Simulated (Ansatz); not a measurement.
# triplet SnNH2F at 6 levels

Aim: a comparison of 6 runs (U-r2SCAN/def2-SVP, U-revPBE/def2-SVP, U-wB97X/def2-SVP, UBLYP/def2-SVP, UPBE-QIDH/def2-SVP, UCCSD(T)/def2-SVP) of triplet SnNH2F. 

The results are computed with Ansatz 0.2.0.

69 further runs of the same task are left out: 69 set aside as unsound or not needed.

## (1) Starting point

SnNH2F: 5 atoms, total charge 0, spin state triplet. SMILES of the parent species: `[NH2][Sn][F]`. The shape is that of a PBE0-D4/def2-TZVP optimisation. This is one conformer, not always the lowest. That shape belongs to the parent species and isn't relaxed for this state.

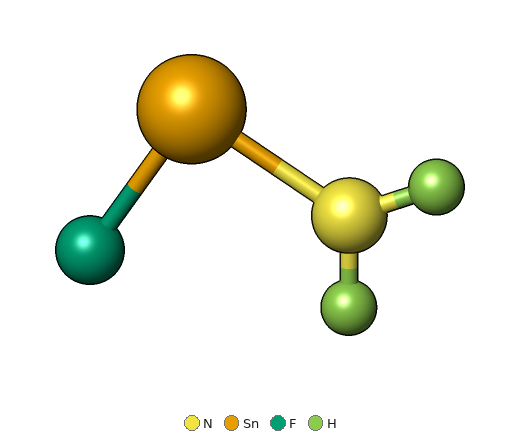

The structure, seen from a chosen angle (nitrogen yellow, tin amber, fluorine teal, hydrogen green).

## (2) A single-point energy at U-r2SCAN/def2-SVP (core potential) (run 1)

job.yaml reads:

```yaml
basis:
  gaussian: {orbitals: def2-SVP}
crystal:
  periodic: [false, false, false]
  atoms:
    - {symbol: "N", position_ang: [-0.302900, 0.495500, -0.393300]}
    - {symbol: Sn, position_ang: [0.338900, -0.053700, 1.423200]}
    - {symbol: F, position_ang: [0.966900, -1.775900, 0.754300]}
    - {symbol: H, position_ang: [-0.746800, 1.369300, -0.629100]}
    - {symbol: H, position_ang: [-0.206200, -0.108900, -1.196600]}
magnetization: {spin_polarized: true, initial_magnetization: 2}
hamiltonian: {xc: {name: r2SCAN}}
accuracy: high
output: {orbitals: {seedname: orbitals}}
```

On the command line:

```console
$ ansatz run job.yaml --threads 1 --pin off --max-ram 3480MiB --events-out events.jsonl --progress --plain --runs-dir runs
```

What it wrote:

```text
Warning: RAYON_NUM_THREADS=1 ignored (pool sized by the plan → 1); use --threads N
Functional definition: r2SCAN
  name "r2SCAN"
  parameter k0 = 0.174
  parameter k1 = 0.065
  parameter a1 = 4.9479
  exchange = r2scan_x(k0 = k0, k1 = k1, a1 = a1)
  correlation = r2scan_c
1479 factors; integrals over basis functions are off by at most 3.2e-9 eV
mean field evaluation 1: about -10056.2494 eV, gradient 4.7e1 eV
mean field evaluation 2: about -9995.4958 eV, gradient 1.0e2 eV
mean field evaluation 4: about -10060.7523 eV, gradient 2.9e1 eV
mean field evaluation 8: about -10065.4147 eV, gradient 4.1e0 eV
mean field evaluation 16: about -10065.5153 eV, gradient 1.7e-1 eV
mean field evaluation 32: about -10065.4366 eV, gradient 2.9e0 eV
mean field -10065.54064927 eV, -369.9017961921 hartree, gradient 1.8e-8 eV, S^2 2.006789; 4 other end points of the search recorded, 0 dependent functions left out
reference -10065.54065258 eV, -369.9017963137 hartree; 21, 19 occupied and 43, 45 virtual orbitals, 1479 factors
Total energy: -10065.54065258 eV, -369.9017963137 hartree
```

Wall time 35 s (1 thread of Arm Neoverse V1, shared host); peak memory 0.33 GiB.

## (3) The energy at U-revPBE/def2-SVP (core potential) (run 2)

molecule.yaml reads:

```yaml
crystal:
  periodic: [false, false, false]
  atoms:
    - {symbol: N, position_ang: [-0.302900, 0.495500, -0.393300]}
    - {symbol: Sn, position_ang: [0.338900, -0.053700, 1.423200]}
    - {symbol: F, position_ang: [0.966900, -1.775900, 0.754300]}
    - {symbol: H, position_ang: [-0.746800, 1.369300, -0.629100]}
    - {symbol: H, position_ang: [-0.206200, -0.108900, -1.196600]}
basis:
  gaussian: {orbitals: def2-SVP}
magnetization: {spin_polarized: true, initial_magnetization: 2}
hamiltonian: {xc: {name: revPBE}}
accuracy: high
output: {orbitals: {seedname: orbitals}}
```

On the command line:

```console
$ ansatz run molecule.yaml --threads 1 --pin off --max-ram 3480MiB --events-out events.jsonl --progress --plain --runs-dir runs
```

What it wrote:

```text
Warning: RAYON_NUM_THREADS=1 ignored (pool sized by the plan → 1); use --threads N
Functional definition: revPBE
  name "revPBE"
  parameter kappa = 1.245
  parameter beta = 0.06672455060314922
  exchange = pbe_x(kappa = kappa, mu = beta*pi^2/3)
  correlation = pbe_c(beta = beta)
1479 factors; integrals over basis functions are off by at most 3.2e-9 eV
mean field evaluation 1: about -10054.6242 eV, gradient 5.0e1 eV
mean field evaluation 2: about -9976.8360 eV, gradient 1.2e2 eV
mean field evaluation 4: about -10061.4162 eV, gradient 2.2e1 eV
mean field evaluation 8: about -10064.6583 eV, gradient 9.3e0 eV
mean field evaluation 16: about -10065.2574 eV, gradient 6.4e-2 eV
mean field evaluation 32: about -10065.1269 eV, gradient 2.5e0 eV
mean field -10065.25773945 eV, -369.8913994479 hartree, gradient 1.6e-8 eV, S^2 2.003295; 6 other end points of the search recorded, 0 dependent functions left out
reference -10065.25774335 eV, -369.8913995913 hartree; 21, 19 occupied and 43, 45 virtual orbitals, 1479 factors
Total energy: -10065.25774335 eV, -369.8913995913 hartree
```

Wall time 15 s (1 thread of Arm Neoverse V1, shared host); peak memory 0.22 GiB.

Runs 3 to 5 aren't shown in full; the table further down has their settings and results.

## (4) A single-point energy at UCCSD(T)/def2-SVP (core potential) (run 6)

in.yaml reads:

```yaml
crystal:
  periodic: [false, false, false]
  atoms:
    - symbol: N
      position_ang: [-0.302900, 0.495500, -0.393300]
    - symbol: Sn
      position_ang: [0.338900, -0.053700, 1.423200]
    - symbol: F
      position_ang: [0.966900, -1.775900, 0.754300]
    - symbol: H
      position_ang: [-0.746800, 1.369300, -0.629100]
    - symbol: H
      position_ang: [-0.206200, -0.108900, -1.196600]
basis:
  gaussian:
    orbitals: def2-SVP
total_charge: 0
magnetization:
  spin_polarized: true
  initial_magnetization: 2
correlation:
  method: ccsd_t
  frozen_orbitals: {F: 1, H: 0, "N": 1, Sn: 4}
accuracy: high
scf:
  omitted_lower_state_checks: [cluster_reference, increment]
```

On the command line:

```console
$ ansatz run in.yaml --threads 1 --pin off --max-ram 3480MiB --events-out events.jsonl --progress --plain --runs-dir runs
```

What it wrote, shortened:

```text
Warning: RAYON_NUM_THREADS=1 ignored (pool sized by the plan → 1); use --threads N
Functional definition: HF
  name "HF"
[...]
1479 factors; integrals over basis functions are off by at most 3.2e-9 eV
[...]
mean field -10019.70592523 eV, -368.2174011516 hartree, gradient 3.4e-8 eV, S^2 2.009658; 4 other end points of the search recorded, 0 dependent functions left out
6 core orbitals not correlated: weight in the atoms' cores, before any rotation towards them, 1.000 or more for the frozen orbitals, at most 0.000 for the correlated occupied ones
reference -10019.70592523 eV, -368.2174011516 hartree; 15, 13 occupied and 43, 45 virtual orbitals, 1479 factors
second order -11.79076409 eV of doubles, -0.00000000 eV of singles
cycle   1  -11.87220460 eV  change   -8.1e-2 eV  update   9.5e-2
[...]
cycle  31  -12.27453574 eV  change   5.5e-10 eV  update   1.4e-9
perturbative correction -0.28084110 eV, -0.0103207200 hartree
Total energy: -10032.26130207 eV, -368.6788027402 hartree
Checks for a lower state left out: cluster_reference, increment
```

It took 43 s on 1 thread of Arm Neoverse V1, shared host; peak memory 0.47 GiB.

## (5) All runs side by side

```csv
run,level,frozen core orbitals,energy (Eh),HOMO energy (eV),⟨S²⟩,wall time
1,U-r2SCAN/def2-SVP (core potential),–,-369.901796,-3.28,2.007,35 s
2,U-revPBE/def2-SVP (core potential),–,-369.891400,-2.90,2.003,15 s
3,U-wB97X/def2-SVP (core potential),–,-369.882673,-6.04,2.008,1.7 min
4,UBLYP/def2-SVP (core potential),–,-369.815987,-2.63,2.002,16 s
5,UPBE-QIDH/def2-SVP (core potential),6,-369.405814,-5.93,2.008,17 s
6,UCCSD(T)/def2-SVP (core potential),6,-368.678803,–,2.010,43 s
```

## (6) Outcome

| quantity | value |
| --- | --- |
| run 6: total energy | -368.67880 Eh |
| run 6: correlation energy (6 core orbitals frozen) | -461.4 mEh |
| run 6: (T) correction | -10.32 mEh |
| run 6: ⟨S²⟩ of the reference determinant | 2.010 |
| run 6: T1 diagnostic | 0.016 |

Totals of different functionals can't be ranked against each other. All runs together took 3.8 min, the longest 1.7 min.
